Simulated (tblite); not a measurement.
Run report: C4H8GeO, geometry relaxation (part 4 of 4)

The same run, continued: C4H8GeO; GFN2-xTB geometry optimisation, gas phase (tblite 0.8.0). 

Geometry of the input (Å):
```
C  -1.9302  0.0064  -0.6384
C  -0.7696  0.1543  -0.0511
C  -0.2818  -0.4385  1.2477
O  0.6605  -1.4116  0.9131
Ge 1.7012  -0.5090  -0.2229
C  0.4061  0.9566  -0.5334
H  -2.0641  0.5421  -1.5928
H  -2.7482  -0.5820  -0.2351
H  0.2774  0.3863  1.7434
H  -1.0981  -0.8061  1.8920
H  1.8919  -1.3597  -1.4971
H  2.9855  0.0275  0.3914
H  0.6186  1.8104  0.1500
H  0.3503  1.2230  -1.5891
```

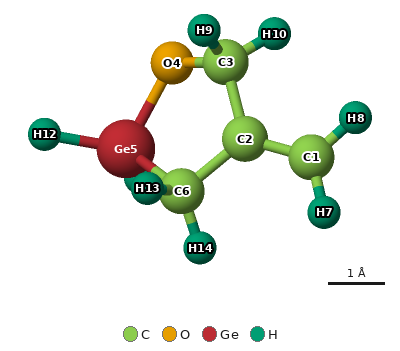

*The geometry at step 80 of the log (ball-and-stick view, seen at a tilt; atoms are numbered from 1 in the order of the input).*

**Trajectory as extended XYZ, continued**
```
14
Properties=species:S:1:pos:R:3:forces:R:3 step=77 energy=-506.45676
C    -1.9930    0.2842   -0.4703    0.0030   0.0070   0.0080
C    -0.7460    0.2105   -0.0388   -0.0080   0.0020  -0.0040
C    -0.3472   -0.5527    1.2006    0.0000   0.0020  -0.0030
O     0.9432   -1.1197    1.0778    0.0000   0.0030   0.0050
Ge    1.8940   -0.4241   -0.2542   -0.0040   0.0010  -0.0050
C     0.4298    0.8294   -0.7344   -0.0020  -0.0010   0.0000
H    -2.2558    0.8355   -1.3574    0.0040  -0.0030   0.0030
H    -2.8026   -0.1859    0.0618   -0.0020  -0.0040  -0.0070
H    -0.3598    0.1263    2.0645    0.0030  -0.0040   0.0030
H    -1.0540   -1.3638    1.3985   -0.0030   0.0050  -0.0040
H     2.2339   -1.5469   -1.2038    0.0050  -0.0080  -0.0030
H     3.1658    0.1341    0.3369    0.0010   0.0080   0.0000
H     0.6427    1.8127   -0.3044    0.0040  -0.0080   0.0020
H     0.2484    0.9598   -1.7990    0.0000  -0.0010   0.0040
14
Properties=species:S:1:pos:R:3:forces:R:3 step=78 energy=-506.45678
C    -1.9931    0.2834   -0.4706    0.0050   0.0070   0.0070
C    -0.7462    0.2105   -0.0389   -0.0060   0.0040  -0.0040
C    -0.3471   -0.5521    1.2008   -0.0020   0.0030  -0.0020
O     0.9434   -1.1190    1.0781    0.0020   0.0040   0.0040
Ge    1.8937   -0.4247   -0.2551   -0.0020   0.0050   0.0030
C     0.4297    0.8298   -0.7340   -0.0010   0.0010  -0.0010
H    -2.2555    0.8348   -1.3579    0.0010  -0.0030   0.0020
H    -2.8027   -0.1872    0.0608   -0.0010  -0.0030  -0.0070
H    -0.3601    0.1274    2.0643    0.0050  -0.0060   0.0020
H    -1.0537   -1.3632    1.3990   -0.0040   0.0030  -0.0030
H     2.2331   -1.5481   -1.2038    0.0050  -0.0080  -0.0050
H     3.1658    0.1340    0.3359   -0.0030   0.0060  -0.0030
H     0.6437    1.8122   -0.3023    0.0010  -0.0100   0.0000
H     0.2483    0.9618   -1.7983    0.0000  -0.0010   0.0050
14
Properties=species:S:1:pos:R:3:forces:R:3 step=80 energy=-506.45683
C    -1.9934    0.2845   -0.4698    0.0030   0.0030  -0.0010
C    -0.7463    0.2102   -0.0392    0.0020   0.0040   0.0020
C    -0.3470   -0.5524    1.2004   -0.0030   0.0020   0.0020
O     0.9449   -1.1163    1.0798    0.0000   0.0040   0.0010
Ge    1.8939   -0.4250   -0.2564    0.0030   0.0020   0.0120
C     0.4294    0.8290   -0.7345    0.0010   0.0010   0.0000
H    -2.2550    0.8358   -1.3571   -0.0030   0.0000  -0.0010
H    -2.8035   -0.1863    0.0608    0.0000  -0.0010  -0.0030
H    -0.3630    0.1265    2.0646    0.0060  -0.0070   0.0000
H    -1.0527   -1.3648    1.3966   -0.0020   0.0010   0.0000
H     2.2334   -1.5516   -1.2019    0.0050  -0.0030  -0.0030
H     3.1656    0.1371    0.3338   -0.0070   0.0000  -0.0080
H     0.6454    1.8102   -0.3010   -0.0010  -0.0060  -0.0020
H     0.2477    0.9626   -1.7984   -0.0020   0.0010   0.0020
14
Properties=species:S:1:pos:R:3:forces:R:3 step=81 energy=-506.45685
C    -1.9936    0.2858   -0.4689    0.0000   0.0000  -0.0030
C    -0.7463    0.2102   -0.0392    0.0030   0.0020   0.0030
C    -0.3471   -0.5529    1.2001   -0.0010   0.0010   0.0030
O     0.9453   -1.1159    1.0800   -0.0020   0.0020   0.0020
Ge    1.8943   -0.4249   -0.2562    0.0020  -0.0030   0.0080
C     0.4295    0.8282   -0.7352    0.0000   0.0000   0.0000
H    -2.2552    0.8369   -1.3563   -0.0030   0.0030  -0.0020
H    -2.8039   -0.1848    0.0617    0.0010  -0.0010  -0.0020
H    -0.3637    0.1250    2.0648    0.0040  -0.0050   0.0010
H    -1.0527   -1.3658    1.3951    0.0000   0.0010   0.0000
H     2.2349   -1.5524   -1.2008    0.0040   0.0010   0.0000
H     3.1649    0.1394    0.3338   -0.0050  -0.0010  -0.0080
H     0.6457    1.8094   -0.3021   -0.0010  -0.0010  -0.0020
H     0.2475    0.9614   -1.7990   -0.0020   0.0010   0.0000
```

**Key numbers**

- outcome: converged
- total energy: −506.4568 eV
- hardware: 1 CPU thread, shared host
- wall time: 0.71 s
- peak memory: 0.18 GiB
